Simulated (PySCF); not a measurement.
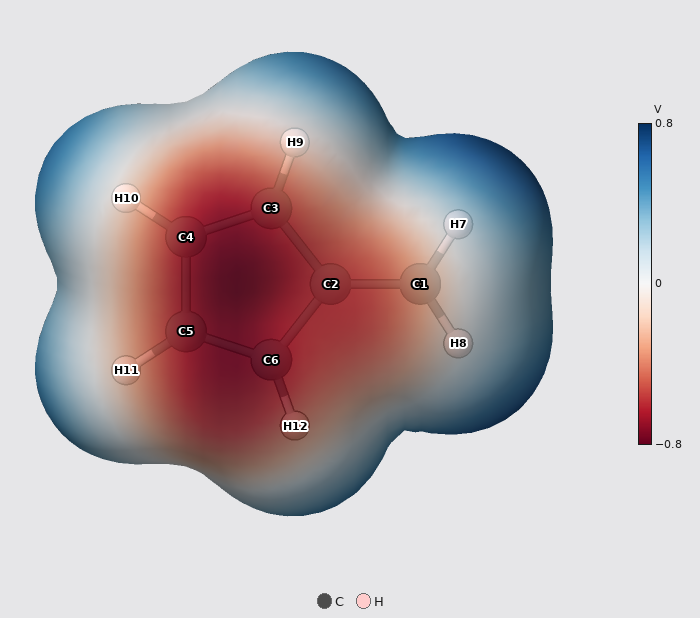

C6H6, SMILES `C=C1C=CC=C1`. Electrostatic potential on the surface of electron density 0.001 a.u.

Method: ωB97X/cc-pVDZ; geometry: GFN2-xTB; program: PySCF. No frequency check shows the geometry to be a minimum.

Coordinates in Å:

```
C1      -2.0914   -0.0001    0.0000
C2      -0.7572    0.0003    0.0000
C3       0.1266   -1.1663    0.0000
C4       1.3962   -0.7287    0.0000
C5       1.3961    0.7288    0.0000
C6       0.1264    1.1662    0.0000
H7      -2.6568   -0.9177    0.0000
H8      -2.6570    0.9172    0.0000
H9      -0.2230   -2.1815    0.0000
H10      2.2901   -1.3265    0.0000
H11      2.2899    1.3267    0.0000
H12     -0.2234    2.1813    0.0000
```

Where are the extremes of the potential on the surface?

Answer. Highest: 0.73 V, 1.3 Å from H7, and at like points elsewhere. Further maxima include 0.57 V, 1.3 Å from H9, and at like points elsewhere; 0.54 V, 1.3 Å from H11. Lowest: −0.77 V, off the C5–C6 bond (2.1 to 2.2 Å from its atoms), and at like points elsewhere. The surface is sampled at points, so like sites can differ by a few per cent and only the strongest of them is named.
